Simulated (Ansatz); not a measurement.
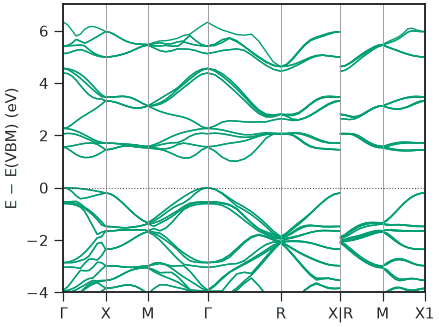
Figure: Band structure from DFT-r²SCAN with spin–orbit coupling in the program Ansatz with PAW potentials

**Question.** Read off the gap and where the band edges lie.

**Answer.** About 1.0 eV (1.01 eV by a search for the band edges); maximum at Γ, minimum on the Γ–R line, 36 % of the way from Γ.

The material is CdSe$_{2}$ in space group Pa-3 (No. 205; Cd on 4a, Se on 8c).

The workflow started from a Materials Project entry (that database holds measured and hypothetical structures alike); the Crystallography Open Database copy checked does not list it. Its standing as an ambient phase is unchecked. The cell was relaxed with r²SCAN under the symmetry of its start; its stability against distortions is not shown here.

Potentials: the later of the program's two PAW sets.
